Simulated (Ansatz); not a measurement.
## Electronic structure of C₂H₄O₂S (SMILES O=C(O)CS) in real space

Input

```
crystal:
  periodic: [false, false, false]
  atoms:
    - {symbol: O, position_ang: [1.116233, -1.345635, 0.923374]}
    - {symbol: C, position_ang: [0.690626, -0.425668, 0.283806]}
    - {symbol: O, position_ang: [1.307764, 0.766299, 0.210848]}
    - {symbol: C, position_ang: [-0.574977, -0.440212, -0.524157]}
    - {symbol: S, position_ang: [-1.895095, 0.503669, 0.282984]}
    - {symbol: H, position_ang: [2.091788, 0.709789, 0.774633]}
    - {symbol: H, position_ang: [-0.930337, -1.466880, -0.584069]}
    - {symbol: H, position_ang: [-0.398081, -0.055564, -1.528788]}
    - {symbol: H, position_ang: [-1.319323, 1.708001, 0.144269]}
basis:
  gaussian: {orbitals: def2-TZVPP}
hamiltonian: {xc: pbe0, dispersion: d4}
output: {orbitals: {seedname: orbitals}}
```

Command:

```sh
ansatz run in.yaml --threads 2 --pin off --events-out ev --progress --plain --max-ram 4352MiB
```

Geometry: PBE0-D4/def2-TZVP.

All numbers below come from RKS PBE0-D4/def2-TZVPP in Ansatz.

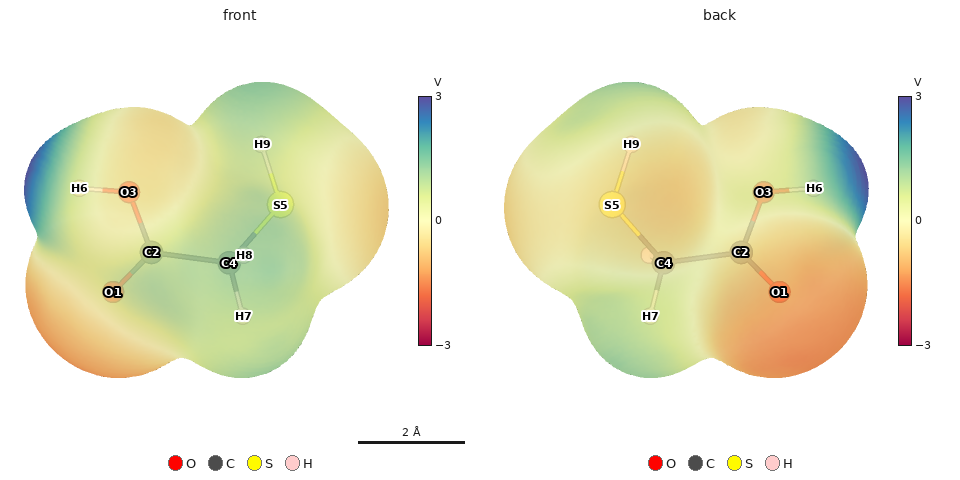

Figure 1. The electrostatic potential painted on the density surface at 0.002 e/bohr³, seen from the front and from behind; red is negative and blue positive.

Describe the electrostatic potential map.

Answer. The most negative region (about −1.5 V, or −35 kcal/mol for a unit charge) lies over O1, the most positive (about +2.9 V, or +67 kcal/mol for a unit charge) over H6. O1 is the likeliest acceptor of a hydrogen bond.

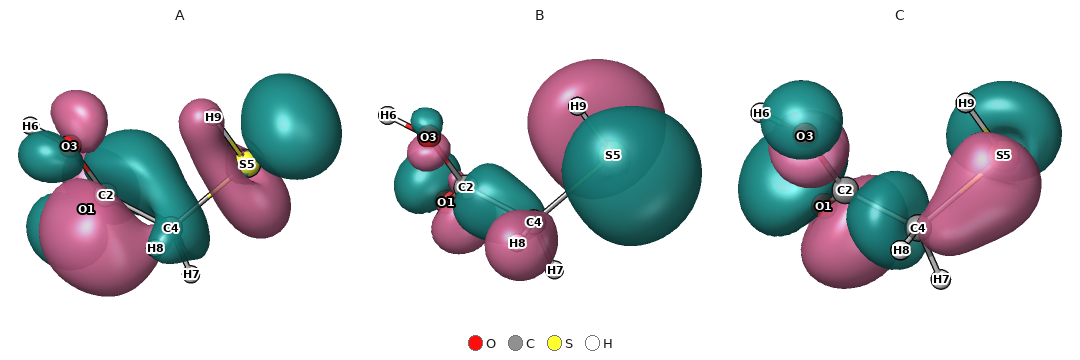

Figure 2. Three frontier orbitals at ±0.1 Å⁻³ᐟ² (teal and pink are the two phases), in no order.

Order the three orbitals by energy and name them.

Answer. C is the HOMO−1 (−8.56 eV). It lies mainly on O1 (about 60 %), S5 (about 15 %), O3 (about 10 %) and C2 (about 10 %). B is the HOMO (−7.19 eV). It lies mainly on S5 (about 75 %), O1 (about 10 %) and C4 (about 5 %); largely a lone pair of S5. A is the LUMO (−0.49 eV). Its weight (Hirshfeld) is mainly on C2 (about 30 %), S5 (about 25 %), O1 (about 20 %), C4 (about 10 %) and O3 (about 10 %).

What is the HOMO–LUMO gap?

Answer. 6.70 eV between the orbital energies.

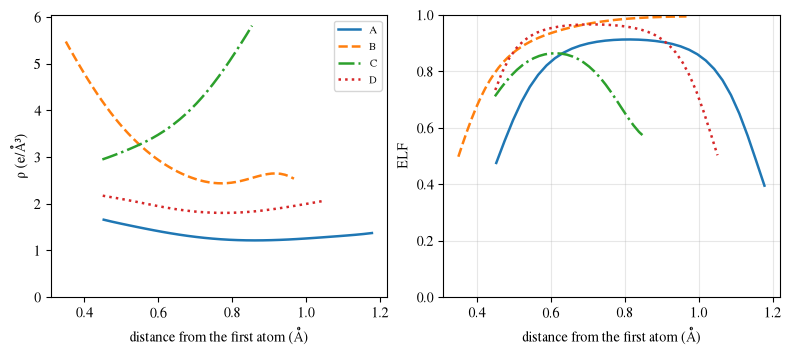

Figure 3. Electron density and electron localisation function along straight lines between neighbouring atoms. The curves leave out the atomic cores.

Which curve belongs to which contact (C–C, C–O, C–S and O–H)? The first atom named is at distance zero.

Answer. Curve A: C–S (1.81 Å): ρ is about 1.2 e/Å³ halfway; the ELF peaks at about 0.90 between the atoms, as expected for a shared electron pair. Curve B: O–H (0.97 Å): ρ is about 3.8 e/Å³ halfway; the ELF climbs to about 1 towards the hydrogen, as it does in any bond to H: an ordinary covalent bond to hydrogen. Curve C: C–O (1.20 Å): the density is about 3.5 e/Å³ at the midpoint; the ELF peaks at about 0.85 between the atoms; a multiple bond. Curve D: C–C (1.50 Å): the density is about 1.8 e/Å³ at the midpoint; the ELF peaks at about 0.95 between the atoms: localised, covalent bonding.

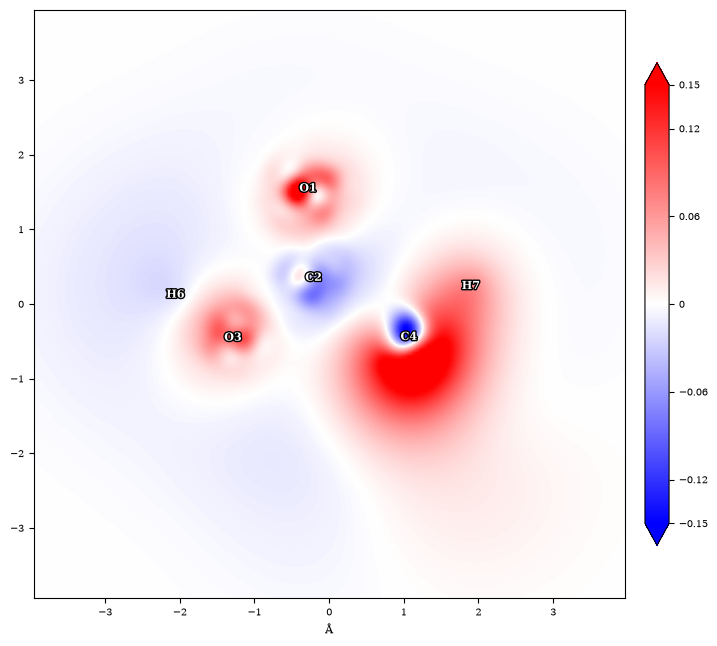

Figure 4. The LUMO on the plane of atoms O1, C2 and O3 (values in Å⁻³ᐟ²; the overall sign is arbitrary).

Describe this orbital and give its energy.

Answer. It lies mainly on C2 (about 30 %), S5 (about 25 %), O1 (about 20 %), C4 (about 10 %) and O3 (about 10 %). Its energy is −0.49 eV.
